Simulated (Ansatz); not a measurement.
# ClFH₃NOSi: a spread of methods and bases

Aim: run ClFH₃NOSi under a spread of inputs, and see what each costs and gives.

Method: the settings change from run to run; program: Ansatz 0.2.0, Gaussian basis.

## (1) The relaxed structure

The geometry comes from an earlier relaxation with PBE0-D4 in a triple-zeta def2 set; it is a stationary point, not always the lowest conformer.

SMILES `N[Si](O)(F)Cl`, 8 atoms, charge 0, spin multiplicity 1.

Atoms are counted from 1 here; the program's logs count them from 0.

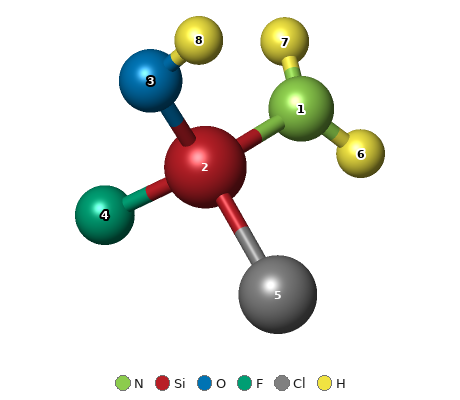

The structure; nitrogen green, silicon red, oxygen blue, fluorine teal, chlorine grey, hydrogen yellow; atoms are numbered from 1 in the order of the file.

## (2) B3LYP5/cc-pVDZ

Options: a point charge of 2.00 e beside it.

in.yaml

```yaml
crystal:
  periodic: [false, false, false]
  atoms:
    - {symbol: N, position_ang: [-0.731282, 0.739166, 0.597377]}
    - {symbol: Si, position_ang: [0.242615, -0.124384, -0.475791]}
    - {symbol: O, position_ang: [0.465195, -1.655750, 0.009021]}
    - {symbol: F, position_ang: [-0.349306, -0.283569, -1.935601]}
    - {symbol: Cl, position_ang: [1.981518, 0.922691, -0.663329]}
    - {symbol: H, position_ang: [-0.683331, 1.743200, 0.640719]}
    - {symbol: H, position_ang: [-1.633673, 0.387964, 0.874410]}
    - {symbol: H, position_ang: [0.800466, -1.786219, 0.897292]}
basis:
  gaussian: {orbitals: cc-pVDZ, point_charges: [{charge: 2.00, position_ang: [5.681, -0.143, 1.000]}]}
hamiltonian: {xc: {name: B3LYP5}}
output: {forces: true}
```

On the command line:

```bash
$ ansatz run in.yaml --threads 4 --pin off --events-out ev --progress --plain --max-ram 10444MiB
```

Output, shortened:

```text
Functional definition: B3LYP5
  name "B3LYP5"
  cite "Stephens, Devlin, Chabalowski & Frisch, J. Phys. Chem. 98, 11623 (1994) doi:10.1021/j100096a001"
  cite "Becke, Phys. Rev. A 38, 3098 (1988) doi:10.1103/PhysRevA.38.3098"
  cite "Lee, Yang & Parr, Phys. Rev. B 37, 785 (1988) doi:10.1103/PhysRevB.37.785"
  cite "Vosko, Wilk & Nusair, Can. J. Phys. 58, 1200 (1980) doi:10.1139/p80-159"
[...]
899 factors; integrals over basis functions are off by at most 1.4e-3 eV
[...]
mean field -26703.40572625 eV, -981.3320602211 hartree, gradient 5.6e-5 eV, S^2 0.000000; 0 other end points of the search recorded, 0 dependent functions left out
[...]
reference -26703.40593852 eV, -981.3320680220 hartree; 29, 29 occupied and 64, 64 virtual orbitals, 899 factors
Total energy: -26703.40593852 eV, -981.3320680220 hartree
Atom 0 at    -0.731282     0.739166     0.597377 Å, force     0.612380     0.110836     0.307600 eV/Å
Atom 1 at     0.242615    -0.124384    -0.475791 Å, force    -1.840567     0.217339     0.993232 eV/Å
Atom 2 at     0.465195    -1.655750     0.009021 Å, force     0.675396    -1.185090     0.037741 eV/Å
Atom 3 at    -0.349306    -0.283569    -1.935601 Å, force    -0.293625    -0.107122    -1.637780 eV/Å
Atom 4 at     1.981518     0.922691    -0.663329 Å, force     1.823868     0.706978     0.010874 eV/Å
Atom 5 at    -0.683331     1.743200     0.640719 Å, force    -0.124948     0.489035    -0.005594 eV/Å
Atom 6 at    -1.633673     0.387964     0.874410 Å, force    -0.458301    -0.183941     0.068594 eV/Å
Atom 7 at     0.800466    -1.786219     0.897292 Å, force    -0.174452    -0.148491     0.420042 eV/Å
Dipole moment:    -0.668957     0.101059     0.567097 e Å
```

It took 1.9 s on 4 threads of AMD EPYC 7R43, shared host.

Largest force 2.103 eV/Å, dipole 4.24 D.

## (3) wB97M-V/pcseg-2

Options: multiplicity 3, restricted open-shell orbitals.

in.yaml: that of step 2 with these lines changed.

```diff
@@ -12,4 +12,4 @@
 basis:
-  gaussian: {orbitals: cc-pVDZ, point_charges: [{charge: 2.00, position_ang: [5.681, -0.143, 1.000]}]}
-hamiltonian: {xc: {name: B3LYP5}}
-output: {forces: true}
+  gaussian: {orbitals: pcseg-2}
+magnetization: {spin_polarized: false, initial_magnetization: 2}
+hamiltonian: {xc: {name: wB97M-V}}
```

The command is unchanged.

Output, shortened:

```text
Functional definition: wB97M-V
  name "wB97M-V"
  cite "Mardirossian & Head-Gordon, J. Chem. Phys. 144, 214110 (2016) doi:10.1063/1.4952647"
  cite "Becke, J. Chem. Phys. 107, 8554 (1997) doi:10.1063/1.475007"
  cite "Vydrov & Van Voorhis, J. Chem. Phys. 133, 244103 (2010) doi:10.1063/1.3521275"
  # Of w^i u^j: cxij and so on, Table III.
[...]
  gx(w, u) = 1 - cx + cx01*u + cx10*w
  gss(w, u) = css00 + css04*u^4 + css10*w + css20*w^2 + css43*w^4*u^3
  gos(w, u) = cos00 + cos10*w + (cos20 + cos21*u)*w^2 + (cos60 + cos61*u)*w^6
[...]
      + integral(e_c_pw_mod_opposite_spin*gos(b97_w_opposite, b97_u_opposite)) + vv10(b, c)
1145 factors; their error is unknown
225 factors; integrals over basis functions are off by at most 4.3e-5 eV
[...]
mean field -26702.80863761 eV, -981.3101176183 hartree, gradient 3.3e-5 eV, S^2 2.000000; 2 other end points of the search recorded, 0 dependent functions left out
reference -26702.80868536 eV, -981.3101193732 hartree; 30, 28 occupied and 170, 172 virtual orbitals, 1145 factors
Total energy: -26702.80868536 eV, -981.3101193732 hartree
```

Wall time 35 s (4 threads of AMD EPYC 7R43, shared host); peak memory 1 GiB.

## (4) wB97M-V/ANO-RCC-VTZP

Options: high accuracy, the search for lower states set to full.

in.yaml: that of step 3 with these lines changed.

```diff
@@ -12,4 +12,5 @@
 basis:
-  gaussian: {orbitals: pcseg-2}
-magnetization: {spin_polarized: false, initial_magnetization: 2}
+  gaussian: {orbitals: ANO-RCC-VTZP}
 hamiltonian: {xc: {name: wB97M-V}}
+accuracy: high
+scf: {lower_state_search: full}
```

The command is unchanged.

Output, shortened:

```text
Functional definition: wB97M-V
  name "wB97M-V"
  cite "Mardirossian & Head-Gordon, J. Chem. Phys. 144, 214110 (2016) doi:10.1063/1.4952647"
  cite "Becke, J. Chem. Phys. 107, 8554 (1997) doi:10.1063/1.475007"
  cite "Vydrov & Van Voorhis, J. Chem. Phys. 133, 244103 (2010) doi:10.1063/1.3521275"
  # Of w^i u^j: cxij and so on, Table III.
[...]
  gx(w, u) = 1 - cx + cx01*u + cx10*w
  gss(w, u) = css00 + css04*u^4 + css10*w + css20*w^2 + css43*w^4*u^3
  gos(w, u) = cos00 + cos10*w + (cos20 + cos21*u)*w^2 + (cos60 + cos61*u)*w^6
[...]
      + integral(e_c_pw_mod_opposite_spin*gos(b97_w_opposite, b97_u_opposite)) + vv10(b, c)
3751 factors; integrals over basis functions are off by at most 3.8e-9 eV
591 factors; integrals over basis functions are off by at most 1.4e-9 eV
[...]
mean field -26769.65891087 eV, -983.7668198481 hartree, gradient 5.3e-8 eV, S^2 0.000000; 0 other end points of the search recorded, 0 dependent functions left out
reference -26769.65891914 eV, -983.7668201519 hartree; 29, 29 occupied and 171, 171 virtual orbitals, 3751 factors
Total energy: -26769.65891914 eV, -983.7668201519 hartree
Relativity: scalar
```

Run time: 2.1 min. Hardware: 4 threads of AMD EPYC 7R43, shared host; peak memory 1.9 GiB.

## (5) PBE-QIDH/cc-pVTZ

This run has multiplicity 3, atoms shaken by 0.08 Å, relativity set to scalar.

in.yaml

```yaml
crystal:
  periodic: [false, false, false]
  atoms:
    - {symbol: N, position_ang: [-0.672282, 0.800901, 0.535979]}
    - {symbol: Si, position_ang: [0.205769, -0.030790, -0.444051]}
    - {symbol: O, position_ang: [0.592539, -1.606933, 0.116390]}
    - {symbol: F, position_ang: [-0.332133, -0.265968, -2.140652]}
    - {symbol: Cl, position_ang: [1.867614, 0.887421, -0.681358]}
    - {symbol: H, position_ang: [-0.645754, 1.670399, 0.745047]}
    - {symbol: H, position_ang: [-1.426551, 0.445332, 0.858287]}
    - {symbol: H, position_ang: [0.834069, -1.816363, 0.877141]}
basis:
  gaussian: {orbitals: cc-pVTZ}
magnetization: {spin_polarized: true, initial_magnetization: 2}
hamiltonian: {xc: {name: PBE-QIDH}, pseudopotentials: {relativity: scalar}}
output: {forces: true}
```

The command is unchanged.

Output, shortened:

```text
Functional definition: PBE-QIDH
  name "PBE-QIDH"
  cite "Brémond, Sancho-García, Pérez-Jiménez & Adamo, J. Chem. Phys. 141, 031101 (2014) doi:10.1063/1.4890314"
  cite "Perdew, Burke & Ernzerhof, Phys. Rev. Lett. 77, 3865 (1996) doi:10.1103/PhysRevLett.77.3865"
[...]
1178 factors; integrals over basis functions are off by at most 9.9e-4 eV
[...]
mean field -26725.41617552 eV, -982.1409293127 hartree, gradient 7.0e-6 eV, S^2 2.006822; 4 other end points of the search recorded, 0 dependent functions left out
13 core orbitals not correlated: weight in the atoms' cores, before any rotation towards them, 1.000 or more for the frozen orbitals, at most 0.000 for the correlated occupied ones
reference -26725.41618825 eV, -982.1409297805 hartree; 17, 15 occupied and 170, 172 virtual orbitals, 1178 factors
second order -29.84834556 eV of doubles, -0.00000000 eV of singles
[...]
Total energy: -26735.36563677 eV, -982.5065652697 hartree
Relativity: scalar
Atom 0 at    -0.672282     0.800901     0.535979 Å, force     0.411061     0.188878     1.067420 eV/Å
Atom 1 at     0.205769    -0.030790    -0.444051 Å, force     2.583884   -10.910886    -9.290090 eV/Å
Atom 2 at     0.592539    -1.606933     0.116390 Å, force    -3.750309     4.911119   -11.093948 eV/Å
Atom 3 at    -0.332133    -0.265968    -2.140652 Å, force     1.062444     0.713944     3.291700 eV/Å
Atom 4 at     1.867614     0.887421    -0.681358 Å, force     2.430172     1.783011    -0.113154 eV/Å
Atom 5 at    -0.645754     1.670399     0.745047 Å, force     0.876306     9.633893     2.572639 eV/Å
Atom 6 at    -1.426551     0.445332     0.858287 Å, force    -6.974409    -3.656130     3.018951 eV/Å
Atom 7 at     0.834069    -1.816363     0.877141 Å, force     3.360851    -2.663830    10.546484 eV/Å
Dipole moment:     0.117053     0.350126     0.766371 e Å
```

Run time: 52 s. Hardware: 4 threads of AMD EPYC 7R43, shared host; peak memory 1 GiB.

Largest force 14.561 eV/Å, dipole 4.09 D, ⟨S²⟩ 2.007.

## (6) r2SCAN50/cc-pVTZ

Set apart from the defaults: unrestricted orbitals, coordinates scaled by 0.92, D4 dispersion, high accuracy.

in.yaml

```yaml
crystal:
  periodic: [false, false, false]
  atoms:
    - {symbol: N, position_ang: [-0.672780, 0.680033, 0.549587]}
    - {symbol: Si, position_ang: [0.223205, -0.114433, -0.437728]}
    - {symbol: O, position_ang: [0.427979, -1.523290, 0.008300]}
    - {symbol: F, position_ang: [-0.321362, -0.260884, -1.780753]}
    - {symbol: Cl, position_ang: [1.822996, 0.848876, -0.610263]}
    - {symbol: H, position_ang: [-0.628664, 1.603744, 0.589461]}
    - {symbol: H, position_ang: [-1.502979, 0.356927, 0.804457]}
    - {symbol: H, position_ang: [0.736429, -1.643321, 0.825509]}
basis:
  gaussian: {orbitals: cc-pVTZ}
magnetization: {spin_polarized: true, initial_magnetization: 0}
hamiltonian: {xc: {name: r2SCAN50}, dispersion: d4}
accuracy: high
output: {forces: true}
```

Launched as before.

Output, shortened:

```text
Functional definition: r2SCAN50
  name "r2SCAN50"
  cite "Bursch, Neugebauer, Ehlert & Grimme, J. Chem. Phys. 156, 134105 (2022) doi:10.1063/5.0086040"
  cite "Furness, Kaplan, Ning, Perdew & Sun, J. Phys. Chem. Lett. 11, 8208 (2020) doi:10.1021/acs.jpclett.0c02405"
  cite "Furness, Kaplan, Ning, Perdew & Sun, J. Phys. Chem. Lett. 11, 9248 (2020) doi:10.1021/acs.jpclett.0c03077"
  parent r2scan
[...]
3446 factors; integrals over basis functions are off by at most 3.3e-9 eV
[...]
mean field -26704.16351777 eV, -981.3599085458 hartree, gradient 8.4e-8 eV, S^2 0.000000; 0 other end points of the search recorded, 0 dependent functions left out
[...]
reference -26704.16351884 eV, -981.3599085853 hartree; 29, 29 occupied and 171, 171 virtual orbitals, 3446 factors
Total energy: -26704.22530184 eV, -981.3621790688 hartree
Atom 0 at    -0.672780     0.680033     0.549587 Å, force    -0.270819     0.507431     2.338247 eV/Å
Atom 1 at     0.223205    -0.114433    -0.437728 Å, force     1.094274     1.102609     0.259462 eV/Å
Atom 2 at     0.427979    -1.523290     0.008300 Å, force    -0.510091    -5.464401    -1.748032 eV/Å
Atom 3 at    -0.321362    -0.260884    -1.780753 Å, force    -2.697946    -0.595880    -6.423252 eV/Å
Atom 4 at     1.822996     0.848876    -0.610263 Å, force     4.525597     2.666806    -0.486259 eV/Å
Atom 5 at    -0.628664     1.603744     0.589461 Å, force     0.147498     4.361452     0.412689 eV/Å
Atom 6 at    -1.502979     0.356927     0.804457 Å, force    -3.899525    -1.443113     1.394714 eV/Å
Atom 7 at     0.736429    -1.643321     0.825509 Å, force     1.611013    -1.134905     4.252432 eV/Å
Dipole moment:    -0.245620     0.125504     0.527222 e Å
```

Wall time 37 s (4 threads of AMD EPYC 7R43, shared host); peak memory 1.6 GiB.

Largest force 6.992 eV/Å, dipole 2.86 D, ⟨S²⟩ 0.000.

## (7) HF/ANO-RCC-VTZP

Options: charge +1, multiplicity 2, atoms shaken by 0.03 Å, a grid of angular degree 11.

in.yaml

```yaml
crystal:
  periodic: [false, false, false]
  atoms:
    - {symbol: N, position_ang: [-0.736788, 0.773031, 0.588439]}
    - {symbol: Si, position_ang: [0.194749, -0.183935, -0.487715]}
    - {symbol: O, position_ang: [0.431564, -1.656992, 0.060822]}
    - {symbol: F, position_ang: [-0.403623, -0.336229, -1.975993]}
    - {symbol: Cl, position_ang: [1.975274, 0.930413, -0.603372]}
    - {symbol: H, position_ang: [-0.664174, 1.740164, 0.664120]}
    - {symbol: H, position_ang: [-1.613535, 0.347074, 0.857710]}
    - {symbol: H, position_ang: [0.849957, -1.828386, 0.964290]}
basis:
  gaussian: {orbitals: ANO-RCC-VTZP, final_grid: {core_spheres: 5, valence_spheres: 4, degree: 11}}
total_charge: 1
magnetization: {spin_polarized: true, initial_magnetization: 1}
hamiltonian: {xc: {name: HF}}
output: {forces: true}
```

Same command.

Output, shortened:

```text
Functional definition: HF
  name "HF"
  cite "Fock, Z. Phys. 61, 126 (1930) doi:10.1007/BF01340294"
  parent pbe
[...]
1209 factors; integrals over basis functions are off by at most 1.2e-3 eV
[...]
mean field -26697.96168017 eV, -981.1319952177 hartree, gradient 7.7e-5 eV, S^2 0.758774; 0 other end points of the search recorded, 0 dependent functions left out
[...]
reference -26697.96168017 eV, -981.1319952177 hartree; 29, 28 occupied and 171, 172 virtual orbitals, 1209 factors
Total energy: -26697.96168017 eV, -981.1319952177 hartree
Relativity: scalar
Atom 0 at    -0.736788     0.773031     0.588439 Å, force    -2.741427    -1.005971     0.109421 eV/Å
Atom 1 at     0.194749    -0.183935    -0.487715 Å, force     5.045161    -2.099030    -5.178947 eV/Å
Atom 2 at     0.431564    -1.656992     0.060822 Å, force     0.486732     0.426102     3.221352 eV/Å
Atom 3 at    -0.403623    -0.336229    -1.975993 Å, force     0.272499     0.780111     3.169747 eV/Å
Atom 4 at     1.975274     0.930413    -0.603372 Å, force    -1.859145    -0.851923     0.215804 eV/Å
Atom 5 at    -0.664174     1.740164     0.664120 Å, force     0.177868     1.962734     0.595966 eV/Å
Atom 6 at    -1.613535     0.347074     0.857710 Å, force    -0.207582     0.477245     0.767926 eV/Å
Atom 7 at     0.849957    -1.828386     0.964290 Å, force    -1.174108     0.310733    -2.901268 eV/Å
Dipole moment:    -1.091341     0.499454     1.393928 e Å
```

Wall time 21 s (4 threads of AMD EPYC 7R43, shared host); peak memory 0.67 GiB.

Largest force 7.529 eV/Å, ⟨S²⟩ 0.759.

## (8) wPBEh/cc-pVTZ

Options: atoms shaken by 0.15 Å.

in.yaml

```yaml
crystal:
  periodic: [false, false, false]
  atoms:
    - {symbol: N, position_ang: [-0.637165, 0.942316, 0.627628]}
    - {symbol: Si, position_ang: [0.203747, 0.120003, -0.585727]}
    - {symbol: O, position_ang: [0.606167, -1.402410, -0.105020]}
    - {symbol: F, position_ang: [-0.623075, -0.123878, -1.786474]}
    - {symbol: Cl, position_ang: [2.039629, 0.780259, -0.593989]}
    - {symbol: H, position_ang: [-0.501963, 1.856650, 1.016103]}
    - {symbol: H, position_ang: [-2.111476, 0.341946, 0.933223]}
    - {symbol: H, position_ang: [0.761235, -1.727769, 1.092775]}
basis:
  gaussian: {orbitals: cc-pVTZ}
hamiltonian: {xc: {name: wPBEh}}
```

Same command.

Output, shortened:

```text
Functional definition: wPBEh
  name "wPBEh"
  cite "Heyd, Scuseria & Ernzerhof, J. Chem. Phys. 118, 8207 (2003) doi:10.1063/1.1564060"
  cite "Krukau, Vydrov, Izmaylov & Scuseria, J. Chem. Phys. 125, 224106 (2006) doi:10.1063/1.2404663"
  cite "Heyd & Scuseria, J. Chem. Phys. 120, 7274 (2004) doi:10.1063/1.1668634"
  cite "Ernzerhof & Perdew, J. Chem. Phys. 109, 3313 (1998) doi:10.1063/1.476928"
  cite "Perdew, Burke & Ernzerhof, Phys. Rev. Lett. 77, 3865 (1996) doi:10.1103/PhysRevLett.77.3865"
  parent pbe
[...]
1254 factors; their error is unknown
92 factors; integrals over basis functions are off by at most 6.0e-7 eV
[...]
mean field -26694.55829551 eV, -981.0069231385 hartree, gradient 6.0e-5 eV, S^2 0.000000; 0 other end points of the search recorded, 0 dependent functions left out
reference -26694.55833513 eV, -981.0069245946 hartree; 29, 29 occupied and 171, 171 virtual orbitals, 1254 factors
Total energy: -26694.55833513 eV, -981.0069245946 hartree
```

It took 2.7 s on 4 threads of AMD EPYC 7R43, shared host.

## (9) revPBE0/ANO-RCC-VTZP

This run has unrestricted orbitals, D3(BJ) with three-body dispersion, relativity set to none.

in.yaml

```yaml
crystal:
  periodic: [false, false, false]
  atoms:
    - {symbol: N, position_ang: [-0.731282, 0.739166, 0.597377]}
    - {symbol: Si, position_ang: [0.242615, -0.124384, -0.475791]}
    - {symbol: O, position_ang: [0.465195, -1.655750, 0.009021]}
    - {symbol: F, position_ang: [-0.349306, -0.283569, -1.935601]}
    - {symbol: Cl, position_ang: [1.981518, 0.922691, -0.663329]}
    - {symbol: H, position_ang: [-0.683331, 1.743200, 0.640719]}
    - {symbol: H, position_ang: [-1.633673, 0.387964, 0.874410]}
    - {symbol: H, position_ang: [0.800466, -1.786219, 0.897292]}
basis:
  gaussian: {orbitals: ANO-RCC-VTZP}
magnetization: {spin_polarized: true, initial_magnetization: 0}
hamiltonian: {xc: {name: revPBE0}, dispersion: d3bjatm, pseudopotentials: {relativity: none}}
```

Launched as before.

Output, shortened:

```text
Functional definition: revPBE0
  name "revPBE0"
  cite "Zhang & Yang, Phys. Rev. Lett. 80, 890 (1998) doi:10.1103/PhysRevLett.80.890"
  cite "Adamo & Barone, J. Chem. Phys. 110, 6158 (1999) doi:10.1063/1.478522"
  cite "Perdew, Burke & Ernzerhof, Phys. Rev. Lett. 77, 3865 (1996) doi:10.1103/PhysRevLett.77.3865"
[...]
1564 factors; their error is unknown
[...]
mean field -26691.87332879 eV, -980.9082524314 hartree, gradient 4.2e-5 eV, S^2 0.000000; 0 other end points of the search recorded, 0 dependent functions left out
reference -26691.87338903 eV, -980.9082546451 hartree; 29, 29 occupied and 171, 171 virtual orbitals, 1564 factors
WARN: the results are in doubt because the basis set is contracted for relativity, which is off
Total energy: -26692.25564477 eV, -980.9223022848 hartree
In doubt: the basis set is contracted for relativity, which is off
```

Run time: 8 s. Hardware: 4 threads of AMD EPYC 7R43, shared host; peak memory 0.85 GiB.

⟨S²⟩ 0.000. The log holds a warning on this run.

## (10) wB97X/aug-cc-pVTZ

in.yaml: that of step 9 with these lines changed.

```diff
@@ -12,4 +12,4 @@
 basis:
-  gaussian: {orbitals: ANO-RCC-VTZP}
-magnetization: {spin_polarized: true, initial_magnetization: 0}
-hamiltonian: {xc: {name: revPBE0}, dispersion: d3bjatm, pseudopotentials: {relativity: none}}
+  gaussian: {orbitals: aug-cc-pVTZ}
+hamiltonian: {xc: {name: wB97X}}
+output: {forces: true}
```

Launched as before.

Output, shortened:

```text
Functional definition: wB97X
  name "wB97X"
  cite "Chai & Head-Gordon, J. Chem. Phys. 128, 084106 (2008) doi:10.1063/1.2834918"
  cite "Becke, J. Chem. Phys. 107, 8554 (1997) doi:10.1063/1.475007"
[...]
  # The coefficients of nought are those of the uniform gas.
[...]
      + exact_x_lr(omega)
[...]
      + integral(e_c_pw_opposite_spin*poly(b97_u_opposite, 1, cos1, cos2, cos3, cos4))
1512 factors; their error is unknown
427 factors; integrals over basis functions are off by at most 1.6e-5 eV
[...]
mean field -26710.77009848 eV, -981.6026959087 hartree, gradient 5.7e-5 eV, S^2 0.000000; 0 other end points of the search recorded, 0 dependent functions left out
[...]
reference -26710.77004938 eV, -981.6026941045 hartree; 29, 29 occupied and 278, 278 virtual orbitals, 1512 factors
Total energy: -26710.77004938 eV, -981.6026941045 hartree
Atom 0 at    -0.731282     0.739166     0.597377 Å, force    -0.187007     0.139552     0.102800 eV/Å
Atom 1 at     0.242615    -0.124384    -0.475791 Å, force     0.094533     0.124707     0.177114 eV/Å
Atom 2 at     0.465195    -1.655750     0.009021 Å, force     0.105184    -0.246522     0.219478 eV/Å
Atom 3 at    -0.349306    -0.283569    -1.935601 Å, force    -0.155804    -0.022661    -0.389042 eV/Å
Atom 4 at     1.981518     0.922691    -0.663329 Å, force     0.126949     0.067474    -0.024952 eV/Å
Atom 5 at    -0.683331     1.743200     0.640719 Å, force    -0.007903    -0.049191     0.016497 eV/Å
Atom 6 at    -1.633673     0.387964     0.874410 Å, force     0.060407     0.027232    -0.005442 eV/Å
Atom 7 at     0.800466    -1.786219     0.897292 Å, force    -0.036359    -0.040591    -0.096453 eV/Å
Dipole moment:    -0.255723     0.136704     0.571852 e Å
```

It took 13 s on 4 threads of AMD EPYC 7R43, shared host; peak memory 1.4 GiB.

Largest force 0.420 eV/Å, dipole 3.08 D.

## (11) The runs in one table

```csv
level,charge,multiplicity,geometry,functions,energy (eV),time
B3LYP5/cc-pVDZ,0,1,"relaxed, point charge",93,-26703.406,1.9 s
wB97M-V/pcseg-2,0,3,relaxed,200,-26702.809,35 s
wB97M-V/ANO-RCC-VTZP,0,1,relaxed,200,-26769.659,2.1 min
PBE-QIDH/cc-pVTZ,0,3,shaken,200,-26735.366,52 s
r2SCAN50/cc-pVTZ,0,1,scaled,200,-26704.225,37 s
HF/ANO-RCC-VTZP,1,2,shaken,200,-26697.962,21 s
wPBEh/cc-pVTZ,0,1,shaken,200,-26694.558,2.7 s
revPBE0/ANO-RCC-VTZP,0,1,relaxed,200,-26692.256,8 s
wB97X/aug-cc-pVTZ,0,1,relaxed,307,-26710.770,13 s
```

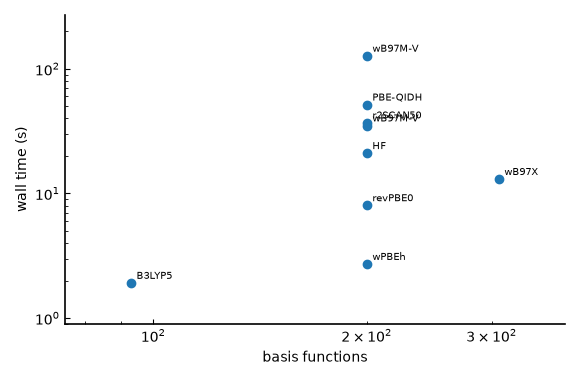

Wall time against the number of basis functions (shared host).

## (12) What came out

| quantity | value |
| --- | --- |
| runs | 9 |
| quickest | B3LYP5/cc-pVDZ, 1.9 s |
| slowest | wB97M-V/ANO-RCC-VTZP, 2.1 min |
| spread of total energies, same state and geometry | 77.4 eV |

In words: wB97M-V/ANO-RCC-VTZP took 67 times as long as B3LYP5/cc-pVDZ. The jobs differ in tasks and options as well as level. Total energies at one charge and spin differ by 77 eV between levels, so only differences within one level mean anything. Some of these runs are scalar-relativistic and others not, which shifts the totals of all-electron atoms past neon by eV; core potentials, where a basis has them, take the core out of the total altogether. At the PBE0-D4/def2-TZVP geometry and in the same state, runs without warnings or point charges leave forces up to 0.42 eV/Å (wB97X/aug-cc-pVTZ), against 7.0 eV/Å where the atoms were moved.
